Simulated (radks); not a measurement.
Atomic calculation for Cr

System: a free Cr atom in the configuration [Ar] 3d5 4s1 (high spin).
Method: scalar-relativistic Kohn-Sham, Slater X-alpha with alpha = 0.567, spin-polarised, spherical densities, point nucleus (the in-house radial solver radks).

## Results in brief

- outcome: converged
- total energy: −1040.0594 hartree
- kinetic energy: 1051.4277 hartree
- electron–nucleus energy: −2492.8281 hartree
- Hartree energy: 439.145692 hartree
- exchange–correlation energy: −37.804687 hartree
- radius at density 0.001 e/bohr³: 4.55 bohr
- SCF iterations: 16
- hardware: 1 CPU thread, shared host

## Input file
```
Z 24
configuration [Ar] 3d5 4s1
relativity scalar-relativistic
functional xalpha 0.567
spin polarised
nucleus point
c 137.035999084
```

Energies in input and log are in hartree, lengths in bohr.

## Output
```
1s      1   1.0000        -214.46933091
2s      1   1.0000         -24.15227487
2p      1   3.0000         -20.26304036
3s      1   1.0000          -2.63849605
3p      1   3.0000          -1.60704116
3d      1   5.0000          -0.08043738
4s      1   1.0000          -0.13687869
1s      2   1.0000        -214.46882498
2s      2   1.0000         -24.09786151
2p      2   3.0000         -20.22083266
3s      2   1.0000          -2.49288369
3p      2   3.0000          -1.46124821
3d      2   0.0000           0.00047665
4s      2   0.0000          -0.01354350
Etot -1040.0593539926099
Ekin 1051.4277063025638
Encl -2492.8280645986492
Eh 439.14569171882306
Exc -37.8046874153475
err 1.5725578166098838e-09
it 16
```

## Orbitals

```tsv
orbital	occupation	energy (eV)	⟨r⟩ (bohr)	outer maximum (bohr)
1s up	1	−5836.0	0.06378	0.0417
1s down	1	−5836.0	0.06378	0.0417
2s up	1	−657.217	0.2952	0.245
2s down	1	−655.736	0.2948	0.245
2p up	3	−551.385	0.2617	0.198
2p down	3	−550.237	0.2612	0.198
3s up	1	−71.797	0.9084	0.780
3s down	1	−67.835	0.9081	0.780
3p up	3	−43.730	0.9749	0.801
3p down	3	−39.763	0.9738	0.801
4s up	1	−3.725	3.425	2.74
3d up	5	−2.189	1.594	0.845
4s down	0	−0.369	5.213	3.01
```

## Slater integrals of the outer shells (hartree)

| integral | value |
| --- | --- |
| F0(3d,3d) | 0.6124 |
| F2(3d,3d) | 0.2618 |
| F4(3d,3d) | 0.1592 |
| F0(3d,4s) | 0.3281 |
| G2(3d,4s) | 0.0597 |
| F0(3d,3p) | 0.7383 |
| F2(3d,3p) | 0.3263 |
| G1(3d,3p) | 0.4031 |

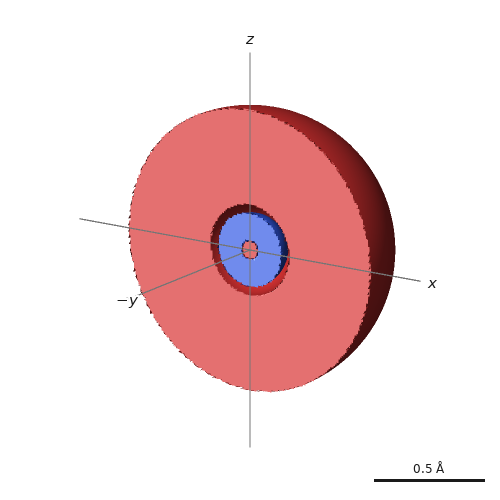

Figure 1. The 3s orbital of up spin. The surface of constant |ψ| that holds about 85 % of the electron is drawn, red where ψ is positive and blue where it is negative, with the half in front of the xz plane cut away and the cut face painted. The radial function comes from the spherical calculation and is multiplied by a real spherical harmonic; the overall sign is chosen so that the largest lobe of P(r) is positive; at the scalar-relativistic level it is the large component. It has no angular node and 2 radial nodes, at r = 0.0834 and 0.363 bohr. The outermost maximum of P² lies at 0.780 bohr, ⟨r⟩ = 0.908 bohr, 90 % of the charge lies within 1.37 bohr, and the eigenvalue is −71.8 eV, with 1 electron in the shell for this spin.

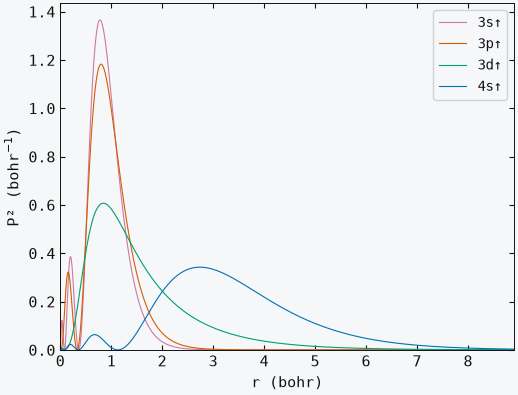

Figure 2. The radial probability densities P² of 3s up, 4s up, 3d up and 3p up. 3s up: outer maximum at 0.780 bohr, ⟨r⟩ = 0.908 bohr, 2 nodes, eigenvalue −71.8 eV; 3p up: outer maximum at 0.801 bohr, ⟨r⟩ = 0.975 bohr, 1 node, eigenvalue −43.7 eV; 3d up: outer maximum at 0.845 bohr, ⟨r⟩ = 1.59 bohr, 0 nodes, eigenvalue −2.19 eV; 4s up: outer maximum at 2.74 bohr, ⟨r⟩ = 3.42 bohr, 3 nodes, eigenvalue −3.72 eV.

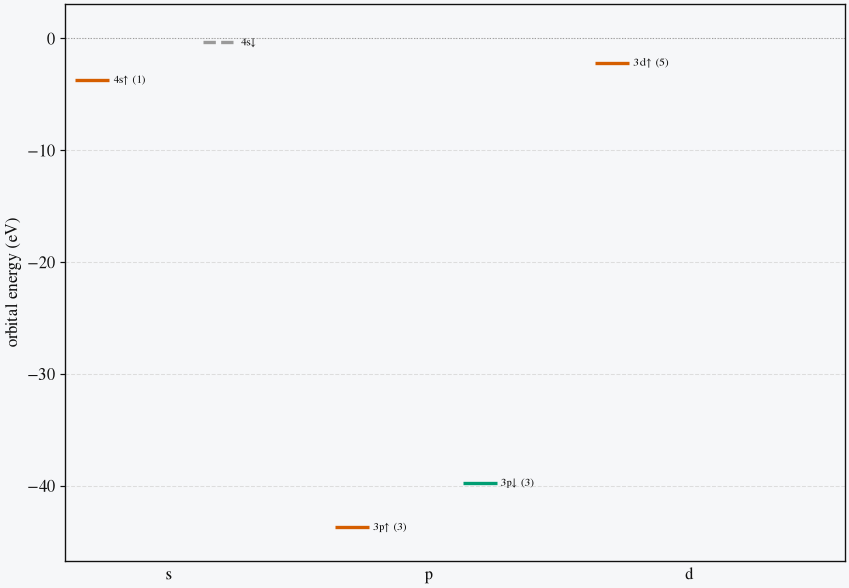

Figure 3. The outer levels are drawn by angular momentum (occupations in brackets, up spins at the left of each column and down spins at the right, empty levels dashed). The highest occupied level is 3d up at −2.19 eV. From the top down the occupied levels run 3d up (−2.19 eV), 4s up (−3.72 eV), 3p down (−39.8 eV), 3p up (−43.7 eV). The lowest empty level drawn is 4s down at −0.369 eV. The largest exchange splitting (down less up) among the shells drawn in both spins is that of 3p, 3.97 eV.
